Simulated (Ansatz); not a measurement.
**Al2Au (fluorite type, space group Fm-3m): frozen-phonon scan**

Starting cell, Al$_{2}$Au (fluorite type, space group Fm-3m):

```yaml
crystal:
  lattice:
    - [0.00000, 6.05991, 6.05991]
    - [3.02996, 3.02996, 6.05991]
    - [3.02996, 3.02996, 0.00000]
  atoms:
    - { symbol: Al, position: [0.00000, 0.25000, 0.25000] }
    - { symbol: Al, position: [0.50000, 0.25000, 0.25000] }
    - { symbol: Al, position: [0.00000, 0.75000, 0.75000] }
    - { symbol: Al, position: [0.50000, 0.75000, 0.75000] }
    - { symbol: Au, position: [0.00000, 0.00000, 0.00000] }
    - { symbol: Au, position: [0.50000, 0.00000, 0.00000] }
```

The atoms are displaced by Q × the pattern below (from a DFPT mode at X = (0.5, 0.5, 0.0), largest move 1; Q in Å), at fixed cell. It is one choice among 2 degenerate patterns. (q is in reciprocal vectors of the primitive cell; the cell shown is doubled to hold the pattern.)

```
atom       x       y      z
----  ------  ------  -----
Al1    0.000   1.000  0.000
Al2    0.000  -1.000  0.000
Al3    0.000   1.000  0.000
Al4    0.000  -1.000  0.000
Au5   -0.132   0.000  0.000
Au6    0.132   0.000  0.000
```

Calculation: PBE (plane waves to 420 eV, PAW, scalar-relativistic; Ansatz, a first-principles code). k mesh 13×13×13 (Γ-centred), Fermi-Dirac smearing 0.05 eV. Energies are smeared free energies. Stress and pressure are positive under compression. With partly filled bands, energies and forces of such displacements shift with the k mesh and the smearing. Al2Au was relaxed with its symmetry unable to fall. Spin-orbit coupling is left out, though Au is heavy. The zero of ΔE is the undisplaced structure.

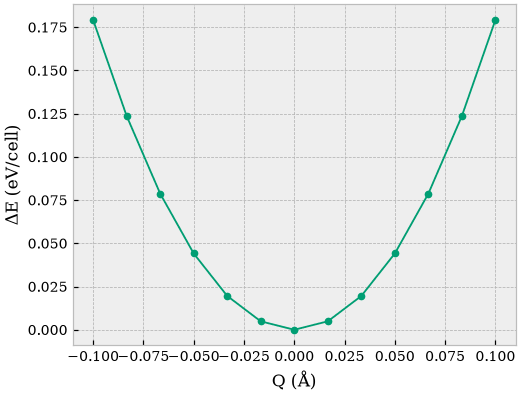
ΔE (eV/cell) against Q (Å); one marker a computed point.

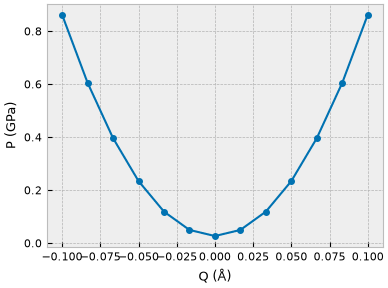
Figure. P (GPa) against Q (Å); one marker a computed point.

The energy at Q = 0.100 Å comes out as 179 meV/cell. Harmonic wavenumber from the curvature (finite differences): 288 cm⁻¹. Wavenumber by perturbation theory (DFPT, on another k mesh): 287 cm⁻¹. Symmetry of the curve: even: the same for both signs. Shape of the curve: a single well with its minimum at or next to zero displacement.

E″ = 35.12 eV/Å², M = Σ mᵢ|uᵢ|² = 114.8 u, ν̃ = 521.5·√(|E″|/M).

(For displaced atoms, the force is minus the slope of the energy, and its curvature is a force constant, which sets phonon frequencies.)
